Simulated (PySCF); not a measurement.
# A diatomic session: CuC

Aim: find the lowest electronic state of CuC, scan its bond at several levels of theory, and get bond length, wavenumber and dissociation energy from each curve.

Computed with PySCF 2.14.0. Level: Cu def2-TZVPP, C def2-TZVPP, no relativity.

### Step 1. Input

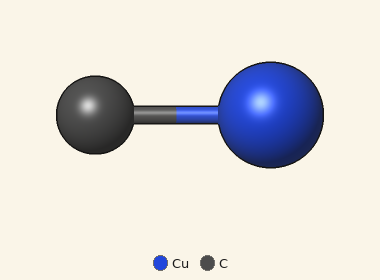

The two atoms at the starting distance (copper blue, carbon dark grey).

Settings of the job:

| Item | Value |
| --- | --- |
| atoms | Cu, C |
| charge | 0 |
| basis | Cu def2-TZVPP, C def2-TZVPP |
| Hamiltonian | no relativity |
| basis functions | 95 |
| electrons treated | 35 |
| masses in u | 62.9296, 12.0000 |
| levels | PBE0, PBE, r²SCAN, M06, TPSSh, r²SCANh, revPBE, ωB97X-V, HF, MP2, SCS-MP2 |
| grid | 80 radial by 434 angular points |
| occupations | held fixed by the projection of orbital angular momentum |
| dissociation limit | Cu + C, each in its ground configuration |
| starting distance in angstrom | 1.845 |
| values of 2S to try | 1, 3, 5 |

Started as:

```
> OMP_NUM_THREADS=1 python dia.py task.json out
```

After this run come: PBE0 along the bond; Higher solutions at PBE0; PBE (GGA); r²SCAN; M06; TPSSh (hybrid meta-GGA); r²SCANh (hybrid meta-GGA); revPBE (GGA); ωB97X-V; UHF.

What does the calculation give? Wanted: for each run, Re; ωe; De; μ.

**Answer**, as computed:

Lowest PBE0 solution found, without spin–orbit coupling: ⁴Σ⁻ (quartet), unpaired electrons σ ↑, π ↑↑. State 2 has its PBE0 minimum 0.25 eV higher. State 3 has its PBE0 minimum 0.66 eV higher, as a spin-mixed determinant (⟨S²⟩ = 1.78), so this is no gap between pure states. State 4 has its PBE0 minimum 0.69 eV higher, as a spin-mixed determinant (⟨S²⟩ = 1.78), so this is no gap between pure states. The other levels ran on the lowest alone.

```csv
level,Re (Å),ωe (cm⁻¹),De (eV),μ (D)
UHF,1.963,509,1.23,-5.58
UHF-MP2,1.786,621,2.27,n/a
UHF-SCS-MP2,1.819,587,1.90,n/a
PBE,1.774,636,2.61,-3.25
revPBE,1.789,615,2.39,-3.30
r²SCAN,1.768,645,2.63,-3.31
TPSSh,1.795,606,2.38,-3.56
r²SCANh,1.782,626,2.47,-3.52
PBE0,1.809,593,2.26,-3.80
M06,1.816,607,2.16,-3.60
ωB97X-V,1.821,585,2.09,-4.25
```

De is counted to Cu + C in their ground configurations. A positive dipole means Cu(−)C(+).

**Reading.** Bond lengths run from 1.768 Å (r²SCAN) to 1.963 Å (UHF). Among the levels with a De in the table, it runs from 1.23 eV (UHF) to 2.63 eV (r²SCAN).

Correlated steps freeze 6 core orbitals. With d or f electrons several states lie close, and the lowest PBE0 determinant need not be the measured ground state.
